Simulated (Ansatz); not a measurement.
**AlNH2Cl (SMILES [NH2][Al][Cl]): UHSE06/aug-cc-pVDZ**

Aim: the vertical doublet–quartet gap of AlNH2Cl at UHSE06/aug-cc-pVDZ, from 2 runs. 

The calculation is run with Ansatz 0.2.0.

71 further runs of the same task are left out: 71 set aside as unsound or not needed.

### Step 1. The structure to begin with

AlNH2Cl: 5 atoms, total charge 0, spin state doublet. SMILES: `[NH2][Al][Cl]`. Geometry: relaxed at PBE0-D4/def2-TZVP. This is one conformer, not always the lowest.

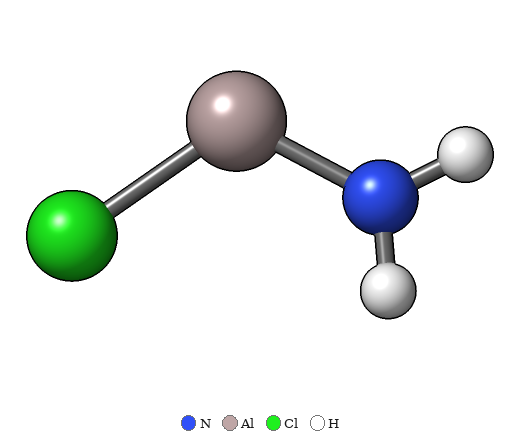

The structure, seen from a chosen angle (nitrogen blue, aluminium light grey, chlorine green, hydrogen white).

### Step 2. A single-point energy at UHSE06/aug-cc-pVDZ

Contents of input.yaml:

```yaml
basis:
  gaussian:
    orbitals: aug-cc-pVDZ
crystal:
  periodic: [false, false, false]
  atoms:
    - {symbol: N, position_ang: [-0.549400, 0.461700, -0.232000]}
    - {symbol: Al, position_ang: [0.402600, -0.291600, 1.049100]}
    - {symbol: Cl, position_ang: [1.907000, -1.649700, 0.440800]}
    - {symbol: H, position_ang: [-1.293600, 1.123300, -0.083500]}
    - {symbol: H, position_ang: [-0.416600, 0.282700, -1.215900]}
hamiltonian:
  xc: {name: HSE06}
output:
  orbitals: {seedname: orbitals}
magnetization:
  spin_polarized: true
  initial_magnetization: 1
accuracy: high
```

Run with:

```bash
$ ansatz run input.yaml --threads 1 --pin off --max-ram 3480MiB --events-out events.jsonl --progress --plain --runs-dir runs
```

Standard output:

```text
Warning: RAYON_NUM_THREADS=1 ignored (pool sized by the plan → 1); use --threads N
Functional definition: HSE06
  name "HSE06"
  parameter a = 0.25
  parameter omega = 0.11/bohr
  exchange = pbe_x - a*pbe_x_sr(omega) + a*exact_x_sr(omega)
  correlation = pbe_c
1868 factors; integrals over basis functions are off by at most 3.7e-9 eV
158 factors; integrals over basis functions are off by at most 1.5e-9 eV
mean field evaluation 1: about -20625.4135 eV, gradient 4.7e1 eV
mean field evaluation 2: about -20584.6940 eV, gradient 8.2e1 eV
mean field evaluation 4: about -20634.6508 eV, gradient 6.0e0 eV
mean field evaluation 8: about -20634.9190 eV, gradient 1.5e-1 eV
mean field evaluation 16: about -20634.9193 eV, gradient 1.2e-4 eV
mean field -20634.91925156 eV, -758.3192956442 hartree, gradient 3.7e-8 eV, S^2 0.752126; 0 other end points of the search recorded, 0 dependent functions left out
reference -20634.91925792 eV, -758.3192958779 hartree; 20, 19 occupied and 75, 76 virtual orbitals, 1868 factors
Total energy: -20634.91925792 eV, -758.3192958779 hartree
```

Run time: 26 s. Hardware: 1 thread of Arm Neoverse N1, shared host; peak memory 0.44 GiB.

### Step 3. The quartet, same level

Contents of in.yaml:

```yaml
crystal:
  periodic: [false, false, false]
  atoms:
    - {symbol: N, position_ang: [-0.549400, 0.461700, -0.232000]}
    - {symbol: Al, position_ang: [0.402600, -0.291600, 1.049100]}
    - {symbol: Cl, position_ang: [1.907000, -1.649700, 0.440800]}
    - {symbol: H, position_ang: [-1.293600, 1.123300, -0.083500]}
    - {symbol: H, position_ang: [-0.416600, 0.282700, -1.215900]}
basis:
  gaussian: {orbitals: aug-cc-pVDZ}
magnetization: {spin_polarized: true, initial_magnetization: 3}
hamiltonian: {xc: hse06}
output: {orbitals: {seedname: orbitals}}
accuracy: high
```

Run with:

```bash
$ ansatz run in.yaml --threads 1 --pin off --max-ram 3480MiB --events-out events.jsonl --progress --plain --runs-dir runs
```

Standard output, cut to the lines that bear on the results:

```text
Warning: RAYON_NUM_THREADS=1 ignored (pool sized by the plan → 1); use --threads N
[... 2 set-up lines as earlier in the session ...]
[...]
1868 factors; integrals over basis functions are off by at most 3.7e-9 eV
158 factors; integrals over basis functions are off by at most 1.5e-9 eV
[...]
mean field -20629.82447489 eV, -758.1320660549 hartree, gradient 4.4e-8 eV, S^2 3.754819; 6 other end points of the search recorded, 0 dependent functions left out
reference -20629.82448172 eV, -758.1320663059 hartree; 21, 18 occupied and 74, 77 virtual orbitals, 1868 factors
Total energy: -20629.82448172 eV, -758.1320663059 hartree
```

Wall time 43 s (1 thread of Arm Neoverse N1, shared host); peak memory 0.59 GiB.

### Step 4. Results

Level: UHSE06/aug-cc-pVDZ.

| quantity | value |
| --- | --- |
| doublet: total energy | -758.31930 Eh |
| doublet: HOMO energy (highest over α and β) | -5.83 eV |
| doublet: LUMO energy (lowest over α and β) | -3.09 eV |
| doublet: ⟨S²⟩ | 0.752 |
| quartet: total energy | -758.13207 Eh |
| quartet: HOMO energy (highest over α and β) | -2.65 eV |
| quartet: ⟨S²⟩ | 3.755 |
| vertical energy of the quartet above the doublet | 5.095 eV |

**Reading.** At this shape the quartet lies 5.09 eV (492 kJ/mol) above the doublet.
